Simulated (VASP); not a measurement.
Band structure of Au (relaxed from the hcp structure, space group P6_3/mmc). Computed with PBEsol GGA, VASP's PBE PAW potentials (set 64) (plane waves; VASP).

Unless said otherwise, spin-orbit coupling is left out, though it shifts the bands of the heavy elements here.

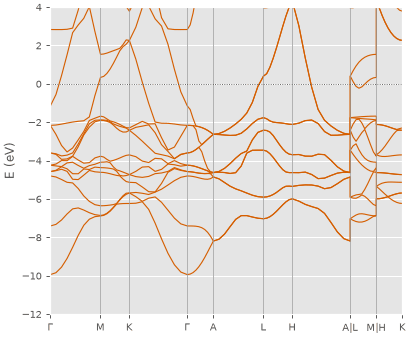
Figure. Bands along high-symmetry lines, zero at the valence-band maximum or, without a gap, the Fermi level

Read the plot: is there a gap, and where are the band edges?

It has no gap at this level: it comes out as a metal or semimetal. (Edges off the drawn lines would not show.)

The structure was generated: Au was put into the hcp type (P6_3/mmc), which need not be its known phase. It was relaxed first.
